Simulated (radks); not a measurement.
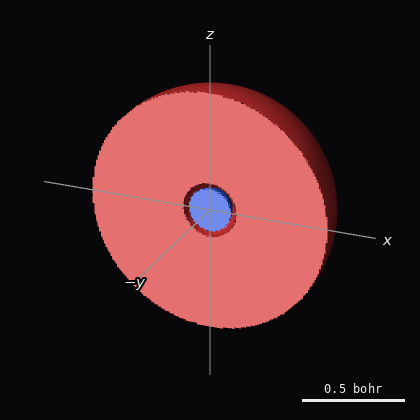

**Figure 1.** One occupied orbital is shown. The surface of constant |ψ| that holds about 85 % of the electron is drawn, red where ψ is positive and blue where it is negative, with the half in front of the xz plane cut away and the cut face painted. The radial function comes from the spherical calculation and is multiplied by a real spherical harmonic; the overall sign is chosen so that the largest lobe of P(r) is positive. It is 2s. It has no angular node and 1 radial node, at r = 0.125 bohr. The outermost maximum of P² lies at 0.362 bohr, ⟨r⟩ = 0.442 bohr, 90 % of the charge lies within 0.688 bohr, and the eigenvalue is −380.8 eV, with 2 electrons in the shell.

# Atomic calculation for Cl⁷⁺

System: Cl⁷⁺ (Z = 17, 10 electrons) in the configuration [Ne].
Method: non-relativistic Kohn-Sham, SOGGA, spin-polarised, spherical densities, point nucleus (the in-house radial solver radks).

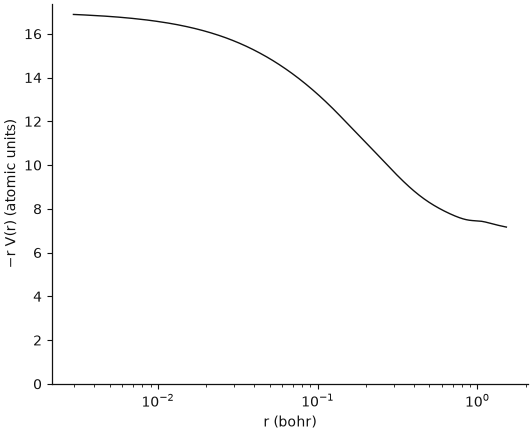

**Figure 2.** The screened charge −r V(r) of the Kohn-Sham potential. Close to the nucleus it reaches 16.9, near the nuclear charge 17. It falls through 12, midway between the nuclear and the ionic charge, at r = 0.15 bohr, and stands at 7.17 at the end of the plot (r = 1.5 bohr); the net charge is +7. The exact potential would level off one unit above the net charge.

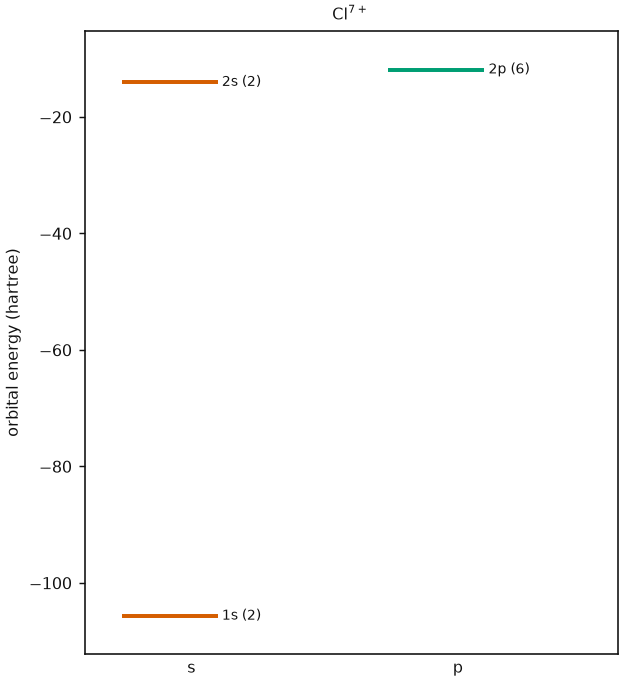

**Figure 3.** The outer levels are drawn by angular momentum (occupations in brackets). The highest occupied level is 2p at −11.85 hartree. From the top down the occupied levels run 2p (−11.85 hartree), 2s (−14.00 hartree), 1s (−105.6 hartree). The measured ionisation energy (NIST) is 348.3 eV; minus the highest level, 322.5 eV, lies 7.4 % below it.

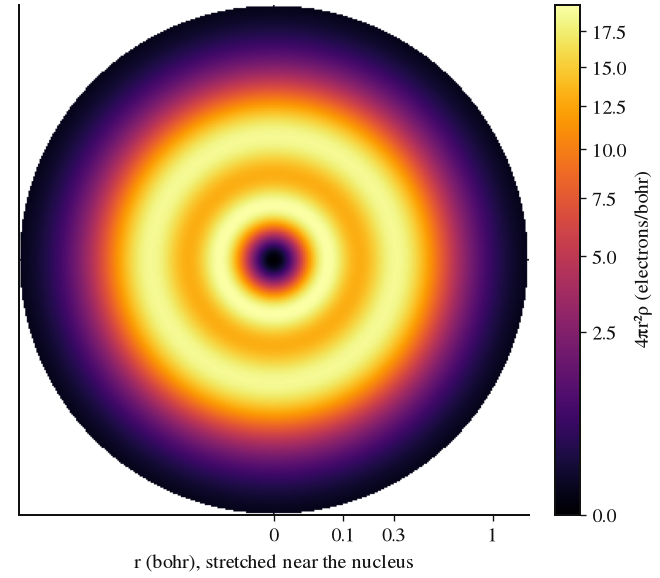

**Figure 4.** The radial density 4πr²ρ as a disc about the nucleus, with the radius drawn as r to the power 0.5. There are 2 maxima, at r = 0.0623 and 0.316 bohr, parted by a minimum at 0.154 bohr, inside which lie 2.2 electrons.

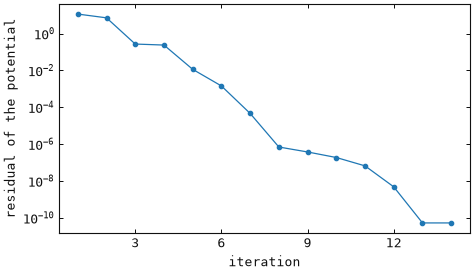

**Figure 5.** Convergence: residual of the potential against the iteration. The residual falls almost steadily, with no more than small rises or pauses. It goes from 12 to 5.3×10⁻¹¹ in 14 steps.

Input and output of the run follow.

Input:
```
Z 17
configuration [Ne]
relativity non-relativistic
functional sogga,pbe
spin polarised
nucleus point
```

Energies in input and log are in hartree, lengths in bohr.

The run was one of a batch that the task file lists, launched with:
```bash
python <driver script> task.json out
```

Output:
```
1s      1   1.0000        -105.63184086
2s      1   1.0000         -13.99590939
2p      1   3.0000         -11.85337948
1s      2   1.0000        -105.63184086
2s      2   1.0000         -13.99590939
2p      2   3.0000         -11.85337948
Etot -444.2180284829749
Ekin 443.84214676711565
Encl -1005.3295283465716
Eh 141.16026043720728
Exc -23.890907340726265
err 5.289494608466025e-11
it 14
```

Orbitals:

```tsv
orbital	occupation	energy (eV)	⟨r⟩ (bohr)	outer maximum (bohr)
1s up	1	−2874.4	0.09147	0.0600
1s down	1	−2874.4	0.09147	0.0600
2s up	1	−380.848	0.4417	0.362
2s down	1	−380.848	0.4417	0.362
2p up	3	−322.547	0.4007	0.300
2p down	3	−322.547	0.4007	0.300
```

Summary:

| quantity | value |
| --- | --- |
| outcome | converged |
| total energy | −444.218028 hartree |
| kinetic energy | 443.842147 hartree |
| electron–nucleus energy | −1005.3295 hartree |
| Hartree energy | 141.160260 hartree |
| exchange–correlation energy | −23.890907 hartree |
| radius at density 0.001 e/bohr³ | 1.41 bohr |
| SCF iterations | 14 |
| hardware | 1 CPU thread, shared host |
